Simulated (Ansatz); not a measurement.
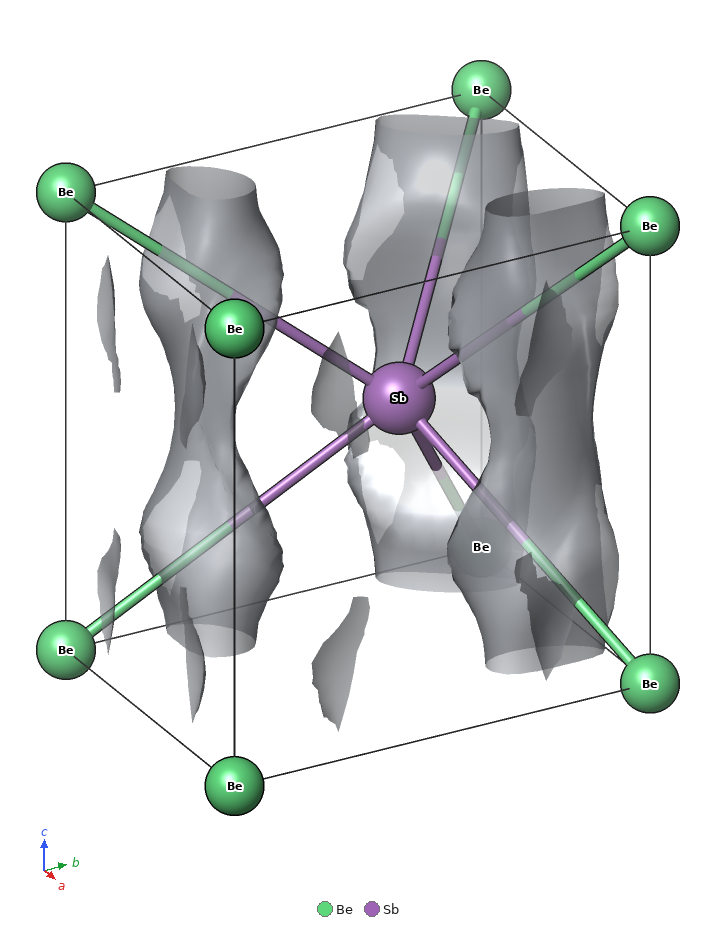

Figure. BeSb. Isosurface of the electron localisation function at 0.55 (grey), seen slightly off an axis. Only the valence region is drawn (cores and ρ < 0.01 e/Å³ removed). Sticks mark near contacts.

Space group P-6m2; a structure generated by program, which may or may not match a known phase; computed without spin polarisation.

Computed with DFT PBE, scalar-relativistic, plane waves, PAW (Ansatz 0.2.0).

In a PAW calculation such maps are meaningful between the atoms, not at the nuclei.

```yaml
crystal:
  lattice:
    - [3.87910, 0.00000, 0.00000]
    - [-1.93955, 3.35940, 0.00000]
    - [0.00000, 0.00000, 3.03755]
  atoms:
    - { symbol: Be, position: [0.00000, 0.00000, 0.00000] }
    - { symbol: Sb, position: [0.33333, 0.66667, 0.50000] }
```

**Identify the bonds, lone pairs and shells in this picture.**

The surface consists of channels that run through the cell in one direction, counted in one cell of 2 atoms. Regions shared between cells count once. Profiles from the grid: Be–Sb (2.71 Å): the ELF peaks at about 0.70 between the atoms. Sb–Sb (3.04 Å): the ELF is about 0.30 at the midpoint (no shared electron pair shows on this line).
